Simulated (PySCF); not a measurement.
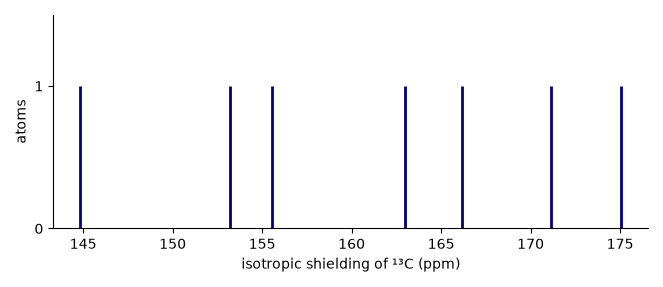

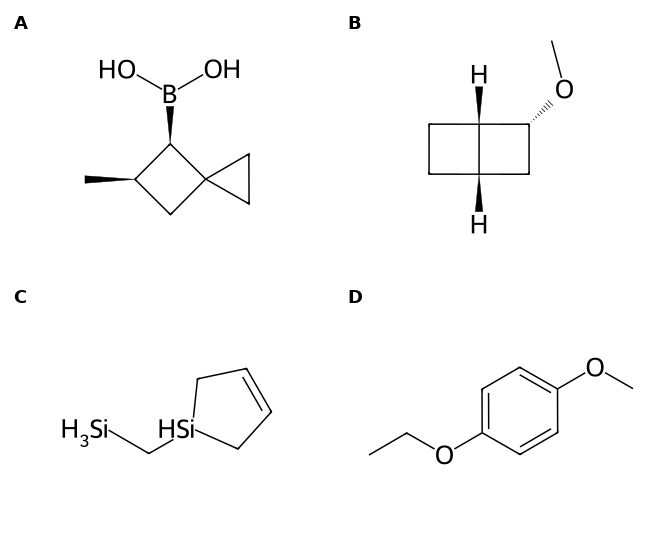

The sticks are computed shieldings of one of the molecules, for one fixed geometry (PBE0-D3(BJ)/def2-SVP) without averaging over rotations. Low shielding means a high chemical shift. Method: GIAO PBE0/pcSseg-1 NMR shielding, non-relativistic, IEF-PCM dichloromethane (PySCF 2.14.0).

### Which molecule gives this pattern?

A, `C[C@@H]1CC2(CC2)[C@@H]1B(O)O`. Its 7 C atoms give lines at 144.8, 153.2, 155.5, 163.0, 166.2, 171.1, 175.1 ppm.
